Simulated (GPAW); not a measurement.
## How far to go with the plane-wave cutoff: HfN (I4mm, 2 atoms in the cell)

```yaml
crystal:
  lattice:
    - [0.00000, 2.24870, 2.24870]
    - [2.24870, 0.00000, 2.24870]
    - [2.24870, 2.24870, 0.00000]
  atoms:
    - { symbol: Hf, position: [0.01112, 0.01112, 0.98888] }
    - { symbol: N, position: [0.50000, 0.50000, 0.50000] }
```

Method of the run: PBEsol, GPAW PAW datasets PBEsol (made by gpaw-setup) (plane waves; GPAW).

Base settings: mode = pw; ecut = 950 eV; xc = PBEsol; kpts = 5 5 5; mesh shift (steps) = 0 0 0; occupations.name = fermi-dirac; occupations.width = 0.1 eV; nbands = -8; convergence.density = 1e-05 e/electron; convergence.energy = 1e-05 eV/electron.

The second cell is the first with its lattice scaled by 0.98.

The mesh stays at the base's, so the ladder's end is converged at best in this setting alone.

Only quantities that move along the ladder and can be compared are tabulated.

The count of work is k-points × plane waves × bands × iterations; it is no time. 

The starting cell has typed, rounded lattice constants, without a prior relaxation at this level. Its lattice was rescaled by up to half a per cent. One atom was moved a little off its site on purpose. Without a gap this mesh is coarse (it stands for a supercell whose shortest vector is 16 Å).

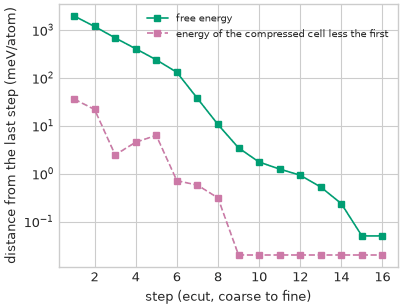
*Distance from the last step along the ladder; very small values are drawn at a floor.*

```csv
ecut,free energy less the last step's (meV/atom),energy of the compressed cell less the first (meV/atom),pressure (GPa),largest difference of a force vector from the last step's (eV/Å),count of work / last
330 eV,1971.66,85.67,-55.38,0.007,0.059
380 eV,1189.93,71.43,-40.45,0.016,0.069
430 eV,686.57,46.98,-27.32,0.008,0.083
475 eV,407.95,53.99,-18.24,0.001,0.12
520 eV,239.29,55.75,-11.54,0.002,0.13
570 eV,131.27,50.17,-6.45,0.001,0.15
665 eV,37.42,50.03,-0.98,0.001,0.17
760 eV,10.65,49.77,1.10,0.001,0.20
855 eV,3.46,49.45,1.81,0.001,0.26
950 eV,1.75,49.44,2.01,0.001,0.27
1045 eV,1.25,49.46,2.05,0.000,0.32
1140 eV,0.93,49.47,2.05,0.001,0.36
1280 eV,0.53,49.46,2.06,0.001,0.43
1425 eV,0.24,49.46,2.07,0.001,0.50
1660 eV,0.04,49.46,2.08,0.001,0.62
1900 eV,0.00,49.46,2.08,0.000,0.76
2280 eV,0.00,49.45,2.09,0.000,1.0
```

Coarsest ecut that holds the pressure within 0.2 GPa of the last step, with all finer ones: 950 eV, at 0.27 of the last step's count of work; the step before is off by 0.27 GPa.

Coarsest ecut that holds the energy of the compressed cell less the first within 0.5 meV/atom of the last step, with all finer ones: 760 eV, at 0.20 of the last step's count of work; the step before is off by 0.58 meV/atom.

Coarsest ecut that holds the forces within 0.01 eV/Å of the last step, with all finer ones: 430 eV, at 0.083 of the last step's count of work; the step before is off by 0.016 eV/Å.

The energy difference between the two cells stays within 1 meV/atom of the last step's from 570 eV on, the total only from 1140 eV on: much of the error is common to both cells and cancels.

At the lowest cutoff the pressure lies 57.5 GPa under the last step's, the usual sign of Pulay stress in an incomplete plane-wave basis.
